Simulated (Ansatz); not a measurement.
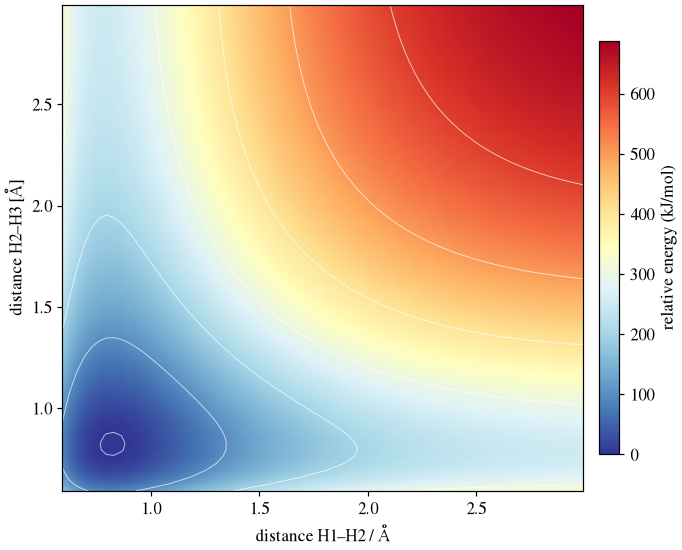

The system H⁺ + H₂. First axis: distance H1–H2. Second axis: distance H2–H3. Nothing is relaxed (the angle H1–H2–H3 is fixed at 180 degrees). Grid: 17 × 17 points; 153 points were computed and 136 follow by symmetry. Points are written as (first, second). Energies are in kJ/mol, from the lowest grid point. The reference is spin-restricted, so regions where a bond is pulled apart into radicals lie too high. These are results of RKS PBE0-D4/aug-cc-pVTZ in Ansatz, not measurements.

The picture shows a smooth colour map with a few white contour lines. Between grid points the surface is interpolated.

The lowest grid point is at (0.864 Å, 0.864 Å). No other kind of well shows on this grid. The highest grid point, (2.992 Å, 2.992 Å), lies 687 kJ/mol above the lowest.

The level of theory is changed to Ansatz, RKS PBE-D4/aug-cc-pVTZ; with it change the reference geometry, relaxed at the new level.

Question: How does the landscape change?

Answer: The minimum (interpolated where it lies between grid points) moves from about (0.820 Å, 0.820 Å) to about (0.830 Å, 0.830 Å). The span from the lowest to the highest grid point shrinks from 687 to 604 kJ/mol. The curvature at the minimum changes by less than a tenth (about 20) eV/Å² along distance H1–H2 and by less than a tenth (about 20) eV/Å² along distance H2–H3.

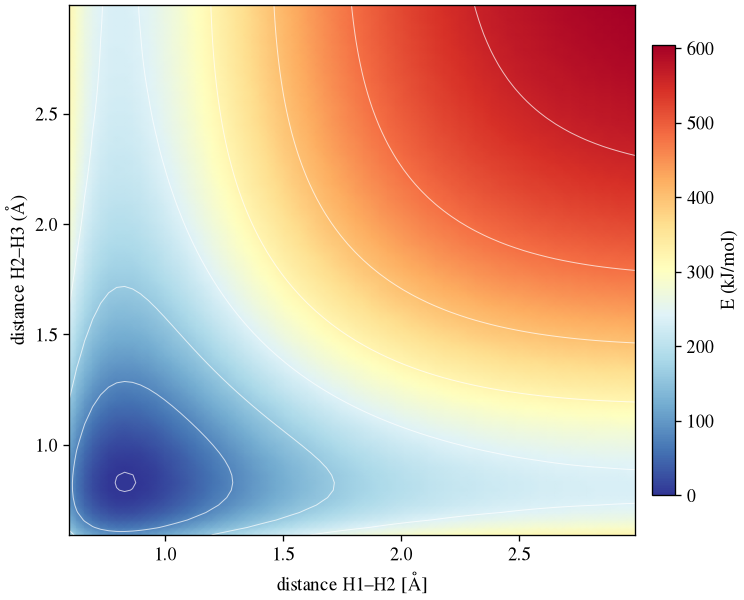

The map after the change, on a colour scale of its own. In the figure: a smooth colour map with a few white contour lines. Between grid points the surface is interpolated.
